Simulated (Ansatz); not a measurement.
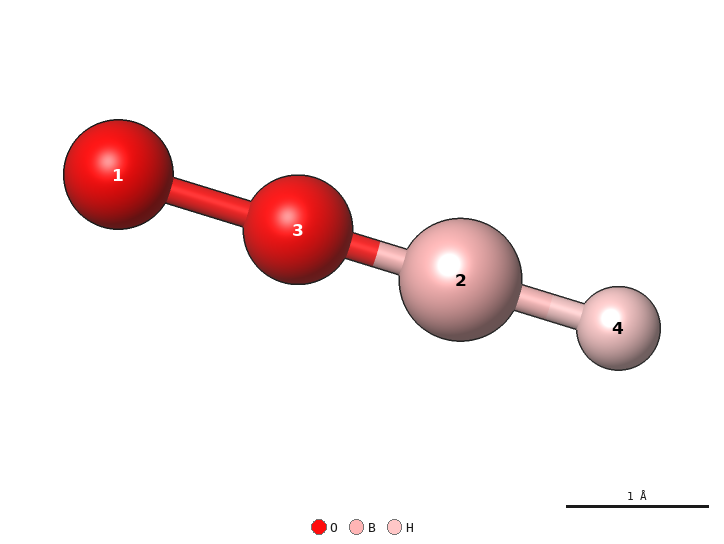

Orthographic view. Distant atoms are faded towards the background colour. The geometry was computed by an optimisation with PBE0-D4/def2-TZVP. No frequency run is at hand to confirm it as a minimum.

Give the distance matrix in Å.

```tsv
atom	O1	B2	O3	H4
O1	0.00			
B2	2.53	0.00		
O3	1.33	1.20	0.00	
H4	3.70	1.17	2.37	0.00
```
